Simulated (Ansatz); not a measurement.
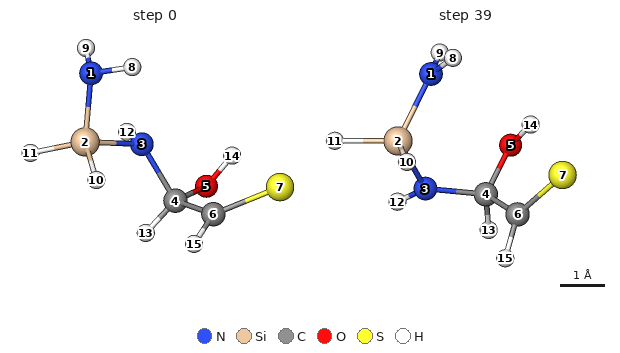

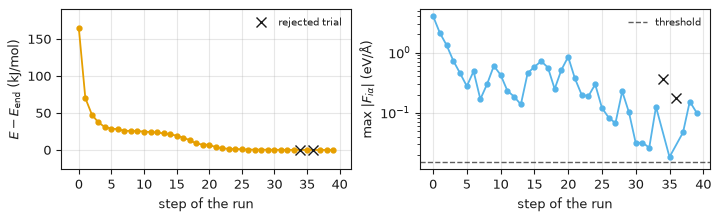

First and last geometry of a relaxation of C₂H₈N₂OSSi, with the history of the run. Style: ball-and-stick. Shown from a free direction.

The run prepares an end point of a later path (inversion) calculation, from a guessed geometry.

The calculation used RKS B3LYP-D4/def2-SVP in Ansatz 0.2.0.

The input:
```yaml
crystal:
  periodic: [false, false, false]
  atoms:
    - { symbol: "N", position_ang: [-2.4493, 0.3597, 0.6249] }
    - { symbol: Si, position_ang: [-0.9418, 0.5916, 1.2015] }
    - { symbol: "N", position_ang: [-0.186, -0.5019, 0.1772] }
    - { symbol: C, position_ang: [1.3182, -0.4231, -0.1876] }
    - { symbol: O, position_ang: [1.5907, -1.7021, -0.7164] }
    - { symbol: C, position_ang: [1.4746, 0.7218, -1.1864] }
    - { symbol: S, position_ang: [1.2862, 0.5385, -2.8397] }
    - { symbol: H, position_ang: [-2.4341, 0.5945, -0.3954] }
    - { symbol: H, position_ang: [-2.7706, -0.5501, 0.75] }
    - { symbol: H, position_ang: [-0.433, 1.9478, 0.9363] }
    - { symbol: H, position_ang: [-0.8444, 0.1221, 2.6109] }
    - { symbol: H, position_ang: [-0.257, -1.4171, 0.6201] }
    - { symbol: H, position_ang: [1.8398, -0.2278, 0.6689] }
    - { symbol: H, position_ang: [1.039, -1.7675, -1.4993] }
    - { symbol: H, position_ang: [1.7459, 1.6628, -0.7357] }
basis:
  gaussian: { orbitals: def2-SVP }
hamiltonian:
  xc: b3lyp
  dispersion: d4
relax:
  f_tol: 0.015
  max_steps: 40
```

Run as
```bash
ansatz run input.yaml --threads 2 --pin off --max-ram 3072MiB --backend cpu --events-out ev --progress --plain --runs-dir out
```

### Did the run converge, and what did it change?

The relaxation stopped without meeting its thresholds, so the last structure isn't shown to be converged. It used up its limit of 40 steps. The largest move after the best rigid fit is that of H12, 1.85 Å. By element the largest moves are H 1.85 Å, N 1.20 Å, O 1.04 Å, S 0.85 Å, C 0.23 Å, Si 0.08 Å. Near-neighbour distances that change, for instance: N3–C4 1.550 → 1.451 Å, N1–Si2 1.631 → 1.722 Å, C4–H13 1.022 → 1.106 Å, Si2–N3 1.678 → 1.754 Å. Bond angles that change, for instance: N1–Si2–N3 96.2° → 112.9°, Si2–N1–H8 107.4° → 122.2°, N3–C4–O5 103.3° → 115.3°. Groups turn about C4–O5 by about 35°, C4–C6 by about 20°. The energy falls by 164.6 kJ/mol in 37 accepted moves (39 points after the start). Largest force component: 4.1 eV/Å at the start, 0.1 eV/Å at the end. The line search rejected the trial steps at points 34, 36 of the run. Cost: 3.6 min on 2 threads of Arm Neoverse V2, on a shared host, peak memory 0.45 GiB.
